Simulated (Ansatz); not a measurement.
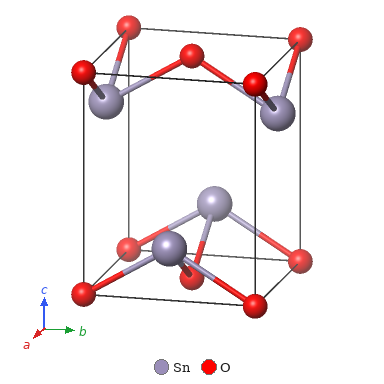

System: a slab cut from SnO (slab content Sn₁₄O₁₄), space group P4/nmm (No. 129). The picture shows the bulk cell.

The given structure:
```
CELL_PARAMETERS angstrom
3.80803 0.00000 0.00000
0.00000 3.80803 0.00000
0.00000 0.00000 4.93413
ATOMIC_POSITIONS crystal
Sn 0.00000 0.50000 0.23247
Sn 0.50000 0.00000 0.76753
O 0.00000 0.00000 0.00000
O 0.50000 0.50000 0.00000
```

How it was computed, with Ansatz 0.2.0: spacing and rumpling of the atomic planes of a slab cut from the relaxed bulk cell along the Miller plane (conventional indices), bottom to top, after all atoms relax, plane waves with PAW datasets, Γ-centred k mesh. Level: r2SCAN, no spin polarisation.

space group in which the indices count 129; Miller index h 1; Miller index k 1; Miller index l 2; top plane SnO; bottom plane SnO; planes 7; surface cell (1, 1); slab thickness as cut 11.04 Å; vacuum 15 Å; surface area 39.33 Å²; surface a 5.385 Å; surface b 7.304 Å; surface angle 90 °; slab atoms 28; wave cutoff 500 eV; k mesh 7×5×1; occupations Gaussian; smearing width 0.05 eV; boundary dipole corrected.

Describe the result: the spacing change of each pair of planes. The cases: 1–2; 2–3; 3–4; 4–5; 5–6; 6–7.

The least value, −0.206 Å, is that of 1–2 and 6–7, and the largest, 0.005 Å, that of 2–3 and 5–6. In rising order: 1–2 (−0.206), 6–7 (−0.206), 3–4 (−0.042), 4–5 (−0.042), 2–3 (0.005), 5–6 (0.005), in Å. The spacing to next, in Å, is 1.613 for 1–2, 1.824 for 2–3, 1.777 for 3–4, 1.777 for 4–5, 1.824 for 5–6 and 1.613 for 6–7.

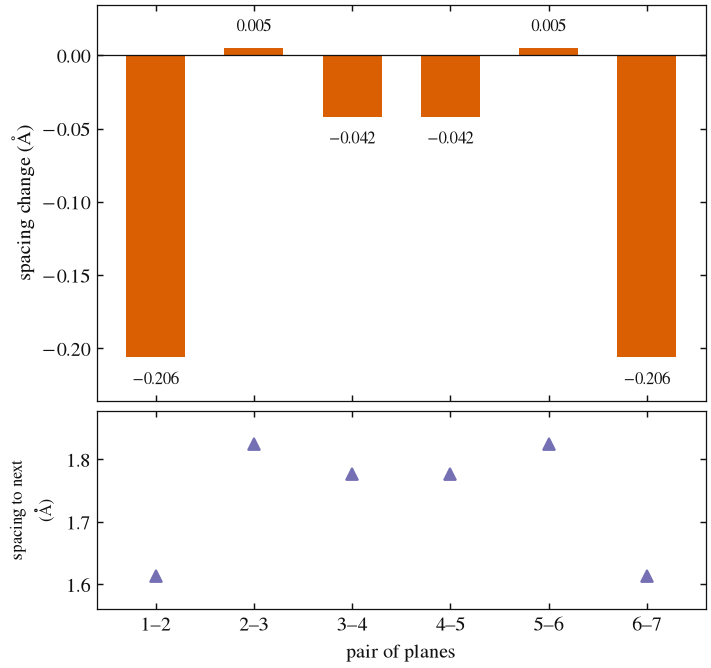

Keep in mind: a crossing between the sampled k points may be missed; odd k mesh can miss points on the zone edge; xc potential rough in thin density.
